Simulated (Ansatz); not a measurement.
**Carrier doping in KTaO3**

The reference is KTaO$_{3}$ in the cubic perovskite structure (space group Pm-3m, No. 221; a = 3.990 Å).

Carriers are added at fixed cell with a uniform background; the Fermi–Dirac width is that of 300 K.

Method: Ansatz (a first-principles code) r2SCAN, spin-orbit coupling left out.

Notes on the quantities. Fermi level from band edge: Fermi level relative to the doped band's edge (positive inside the band; to 0.05 eV).

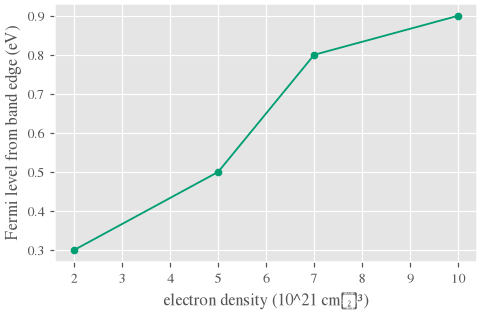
Figure: Fermi level from band edge against electron density

Q: From the plot, what is the Fermi level from band edge for electrons 7.0×10^21 cm⁻³?

A: About 0.80 eV.

Q: Is the trend monotonic over the range shown?

A: Yes, it rises throughout, spanning +0.30 eV to +0.90 eV.

Charged cell with a jellium background: band edges are those of the host's band count, energies are not comparable with the neutral cell, and many-body gap narrowing is missing. No phonon test of stability was made.
